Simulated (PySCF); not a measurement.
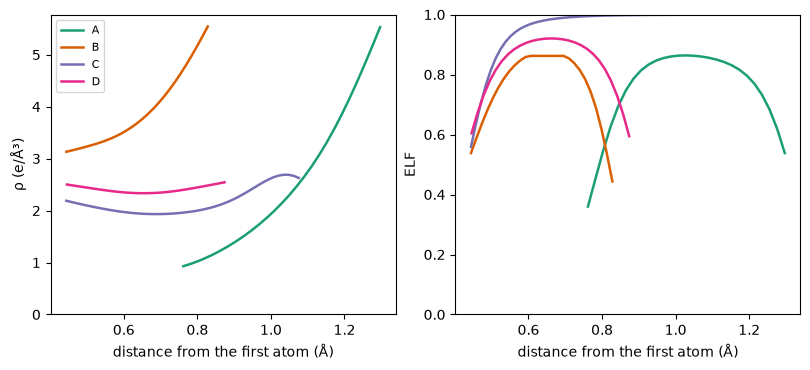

C$_{5}$H$_{8}$O$_{4}$Si. Total electron density and electron localisation function along straight lines between neighbouring atoms. The curves leave out the atomic cores.

Geometry: GFN2-xTB.

These are results of PySCF 2.14.0, PBE0/pcSseg-1, SCF density, gas phase, non-relativistic, not measurements.

```xyz
18

C    -2.9758   -0.0922    0.7537
C    -2.0152    0.7526    0.4325
C    -0.7379    0.3624   -0.2537
O    -0.7291   -0.9951   -0.6564
C     0.1156   -1.7053    0.0966
O     0.2653   -2.8768    0.0277
O     0.7804   -0.9017    0.9618
C     0.4961    0.4487    0.6914
O     1.5448    1.0892    0.1041
Si    2.8569    0.3716   -0.5852
H    -3.8688    0.2364    1.2550
H    -2.9091   -1.1402    0.5137
H    -2.0763    1.8072    0.6608
H    -0.5612    0.9887   -1.1354
H     0.2613    0.9477    1.6417
H     2.4470   -0.5453   -1.6518
H     3.4583    1.5978   -1.0822
H     3.6392   -0.3391    0.4196
```

Which curve belongs to which contact (C–C, C–H, C–O and Si–O)? The first atom named is at distance zero.

Answer. Curve A: Si–O (1.65 Å): the density is about 1.1 e/Å³ at the midpoint; the ELF peaks at about 0.85 between the atoms, as expected for a shared but strongly polarised pair. Curve B: C–O (1.18 Å): ρ at the midpoint is about 3.5 e/Å³; the ELF peaks at about 0.85 between the atoms; a short, multiple covalent bond. Curve C: C–H (1.08 Å): the density is about 2 e/Å³ at the midpoint; the ELF climbs to about 1 towards the hydrogen, as it does in any bond to H; a covalent bond by its length. Curve D: C–C (1.32 Å): ρ is about 2.3 e/Å³ halfway; the ELF peaks at about 0.90 between the atoms (a multiple bond).
